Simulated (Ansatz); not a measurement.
```xyz
4

As    0.9355   -0.8928    0.1134
Si    0.1976    0.9992    1.0881
H     1.4645   -0.3552    1.5410
H     1.4819    0.5798   -0.2607
```

Geometry: PBE0-D4/def2-TZVP.

Computed with isolated molecule in a Gaussian basis; Kohn-Sham density functional theory, functional PBE0 (Ansatz).

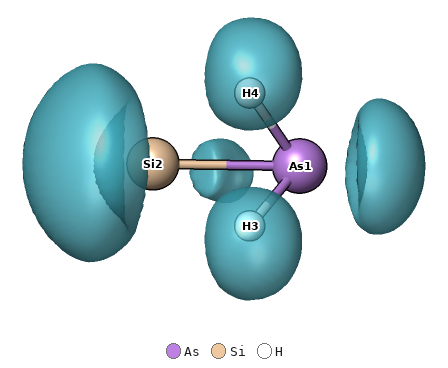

AsH₂Si (charge +1). Isosurface of the electron localisation function at 0.85 (cyan), seen across its widest extent. Core shells and regions of very low density are left out.

### Describe the localisation domains.

The ELF exceeds this value in two regions around hydrogen nuclei, two lobes on As, pointing away from the bonds (lone pairs) and one lobe on Si, pointing away from the bonds (lone pairs). Profiles from the grid: Si–As (2.25 Å): the ELF peaks at about 0.70 between the atoms. As–H (1.61 Å): the ELF climbs to about 1 towards the hydrogen, as it does in any bond to H.
